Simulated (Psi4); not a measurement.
# BOF (SMILES O=BF): M11/6-311G(2df,2pd) (density fitting)

What is the electrostatic solvation energy at fixed shape (ddCOSMO, chlorobenzene) of BOF at M11/6-311G(2df,2pd) (density fitting)? 

Program for the calculation: Psi4 1.11.

3 further runs of the same task are left out: 2 that didn't finish, 1 set aside as unsound or not needed.

### Step 1. The molecule

BOF has 3 atoms, charge 0, and is taken as a singlet. As SMILES, `O=BF`. Geometry: relaxed at PBE0-D4/def2-TZVP.

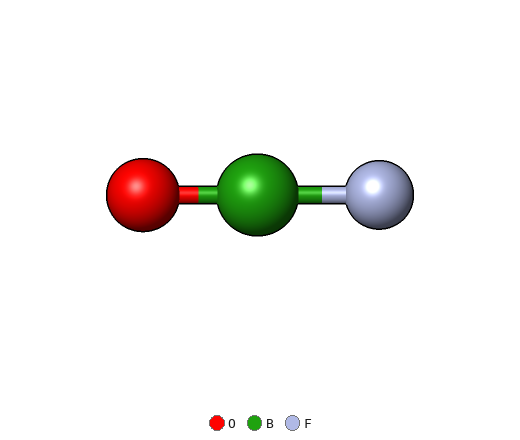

Viewed from a chosen angle; oxygen red, boron green, fluorine light blue.

### Step 2. The charge distribution at M11/6-311G(2df,2pd) (density fitting)

calc.py reads:

```python
import psi4

psi4.set_memory('1600 MB')
psi4.set_num_threads(1)
psi4.set_output_file('output.dat', False)

mol = psi4.geometry("""
0 1
O      1.85778975    -1.06788423     0.90687957
B      0.03836144    -0.02192082     0.01870829
F     -1.89615119     1.08999403    -0.92558786
units bohr
symmetry c1
""")

psi4.set_options({
    'basis': '6-311G(2df,2pd)',
    'reference': 'rks',
})

e_tot, wfn = psi4.energy('m11', molecule=mol, return_wfn=True)
psi4.oeprop(wfn, 'ESP_AT_NUCLEI', 'WIBERG_LOWDIN_INDICES', 'MULTIPOLE(3)', 'DIPOLE', title='M11')
print('E =', round(e_tot, 9))
```

Command:

```sh
python calc.py
```

output.dat:

```text
[...]
  Running in c1 symmetry.
[...]
  Nuclear repulsion =   51.438950188684615
[...]
  Multiplicity = 1
[...]
  Nalpha       = 11
  Nbeta        = 11
[...]
    Number of basis functions: 90
[...]
   @DF-RKS iter   1:  -199.84106317352419   -6.89159e-01   7.98695e-03 DIIS/ADIIS
[...]
   @DF-RKS iter   8:  -200.01586065936695   -5.84111e-08   4.97263e-07 DIIS
[...]
    Orbital Energies [Eh]
    ---------------------
    Doubly Occupied:
       1A    -25.106967     2A    -19.440977     3A     -7.081398
       4A     -1.424835     5A     -1.126926     6A     -0.747423
       7A     -0.670778     8A     -0.670778     9A     -0.553547
      10A     -0.480919    11A     -0.480919
[...]
  @DF-RKS Final Energy:  -200.01586065936695
   => Energetics <=
    Nuclear Repulsion Energy =             51.4389501886846148
    One-Electron Energy =                -377.6777025958772356
    Two-Electron Energy =                 138.1204261389632109
    DFT Exchange-Correlation Energy =     -11.8975343911375191
    Empirical Dispersion Energy =           0.0000000000000000
    VV10 Nonlocal Energy =                  0.0000000000000000
    Total Energy =                       -200.0158606593669504
[...]
 Multipole Moments:
 ------------------------------------------------------------------------------------
     Multipole            Electronic (a.u.)      Nuclear  (a.u.)        Total (a.u.)
 ------------------------------------------------------------------------------------
 L = 1.  Multiply by 2.5417464519 to convert [e a0] to [Debye]
 Dipole X            :          0.0000215            0.0000155            0.0000370
 Dipole Y            :         -0.0000012           -0.0000008           -0.0000020
 Dipole Z            :         -1.8747393            1.0067641           -0.8679752
 Magnitude           :                                                    0.8679752
[...]
```

On the terminal:

```text
E = -200.015860659
```

It took 3.6 s on 1 thread of Intel Xeon 6975P-C (Granite Rapids), shared host; peak memory 0.6 GiB.

### Step 3. The charge distribution at M11/6-311G(2df,2pd) (density fitting, ddCOSMO chlorobenzene)

job.json reads:

```json
{
 "schema_name": "qcschema_input",
 "schema_version": 1,
 "molecule": {
  "schema_name": "qcschema_molecule",
  "schema_version": 2,
  "symbols": ["O", "B", "F"],
  "geometry": [1.85778975, -1.06788423, 0.90687957, 0.03836144, -0.02192082, 0.01870829, -1.89615119, 1.08999403, -0.92558786],
  "molecular_charge": 0,
  "molecular_multiplicity": 1,
  "fix_symmetry": "c1"
 },
 "driver": "energy",
 "model": {
  "method": "m11",
  "basis": "6-311G(2df,2pd)"
 },
 "keywords": {
  "reference": "rks",
  "ddx": true,
  "ddx_model": "cosmo",
  "ddx_solvent": "chlorobenzene",
  "ddx_radii_set": "uff",
  "scf_properties": ["ESP_AT_NUCLEI", "WIBERG_LOWDIN_INDICES", "MULTIPOLE(3)", "DIPOLE"]
 }
}
```

Command:

```sh
psi4 --qcschema job.json -n 1 --memory 1600MB
```

stdout:

```text
[...]
  Running in c1 symmetry.
[...]
  Nuclear repulsion =   51.438950188684615
[...]
  Multiplicity = 1
[...]
  Nalpha       = 11
  Nbeta        = 11
[...]
    Number of basis functions: 90
[...]
   @DF-RKS iter   1:  -199.85568790730392   -7.03776e-01   7.87556e-03 DIIS/ADIIS
[...]
   @DF-RKS iter   8:  -200.02115690614869   -4.54160e-08   3.74903e-07 DIIS
[...]
    Orbital Energies [Eh]
    ---------------------
    Doubly Occupied:
       1A    -25.099148     2A    -19.442259     3A     -7.083277
       4A     -1.416501     5A     -1.130411     6A     -0.739550
       7A     -0.662090     8A     -0.662090     9A     -0.560789
      10A     -0.484740    11A     -0.484740
[...]
  @DF-RKS Final Energy:  -200.02115690614869
   => Energetics <=
    Nuclear Repulsion Energy =             51.4389501886846148
    One-Electron Energy =                -377.6582496739464432
    Two-Electron Energy =                 138.1028945479020820
    DFT Exchange-Correlation Energy =     -11.8988937430292836
    Empirical Dispersion Energy =           0.0000000000000000
    VV10 Nonlocal Energy =                  0.0000000000000000
    DD Solvation Energy =                 -0.0058582257596655
    Total Energy =                       -200.0211569061486898
[...]
 Multipole Moments:
 ------------------------------------------------------------------------------------
     Multipole            Electronic (a.u.)      Nuclear  (a.u.)        Total (a.u.)
 ------------------------------------------------------------------------------------
 L = 1.  Multiply by 2.5417464519 to convert [e a0] to [Debye]
 Dipole X            :          0.0000265            0.0000155            0.0000420
 Dipole Y            :         -0.0000014           -0.0000008           -0.0000023
 Dipole Z            :         -2.0009877            1.0067641           -0.9942236
 Magnitude           :                                                    0.9942236
[...]
```

The result, in JSON:

```text
{
 "driver": "energy",
 "model": {
  "method": "m11",
  "basis": "6-311G(2df,2pd)"
 },
 "success": true,
 "return_result": -200.0211569061487,
 "properties": {
  "calcinfo_nbasis": 90,
  "calcinfo_nmo": 90,
  "calcinfo_nalpha": 11,
  "calcinfo_nbeta": 11,
  "calcinfo_natom": 3,
  "nuclear_repulsion_energy": 51.438950188684615,
  "return_energy": -200.0211569061487,
  "scf_one_electron_energy": -377.65824967394644,
  "scf_two_electron_energy": 138.10289454790208,
  "scf_xc_energy": -11.898893743029284,
  "scf_dipole_moment": [4.198546318890255e-05, -2.259961199937579e-06, -0.9942236154007431],
  "scf_total_energy": -200.0211569061487,
  "scf_iterations": 8
 }
}
```

Run time: 5.1 s. Hardware: 1 thread of Intel Xeon 6975P-C (Granite Rapids), shared host; peak memory 0.62 GiB.

### Step 4. Outcome

At M11/6-311G(2df,2pd) (density fitting):

| quantity | value |
| --- | --- |
| gas phase: total energy | -200.01586 Eh |
| gas phase: dipole moment | 2.21 D |
| gas phase: HOMO energy | -13.09 eV |
| gas phase: LUMO energy | 2.25 eV |
| gas phase: HOMO–LUMO gap | 15.33 eV |
| ddCOSMO, chlorobenzene: total energy | -200.02116 Eh |
| ddCOSMO, chlorobenzene: dipole moment | 2.53 D |
| ddCOSMO, chlorobenzene: HOMO energy | -13.19 eV |
| ddCOSMO, chlorobenzene: LUMO energy | 2.45 eV |
| ddCOSMO, chlorobenzene: HOMO–LUMO gap | 15.64 eV |
| ddCOSMO, chlorobenzene: solvent term in the energy | -15.4 kJ/mol |
| energy change from gas to solvent at fixed shape | -0.144 eV |

The solvent model (ddCOSMO, chlorobenzene) lowers the energy by 0.14 eV (−13.9 kJ/mol) at the same shape. It holds the electrostatic part alone, without cavity or dispersion terms.
